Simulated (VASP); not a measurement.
Band structure of SiGe (space group P6_3mc). Calculation: r2SCAN meta-GGA, VASP's PBE PAW potentials (set 64) (plane waves; VASP).

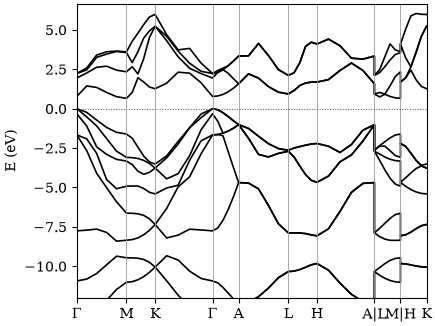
Bands along high-symmetry lines, zero at the valence-band maximum or, without a gap, the Fermi level

Task: Read the plot: is there a gap, and where are the band edges?

Result: The gap is indirect, 0.66 eV, from the valence maximum at Γ to the conduction minimum at M.

The structure comes from a computed database's SiGe entry (P6_3mc); how it stands against other phases isn't given here. It was relaxed first.
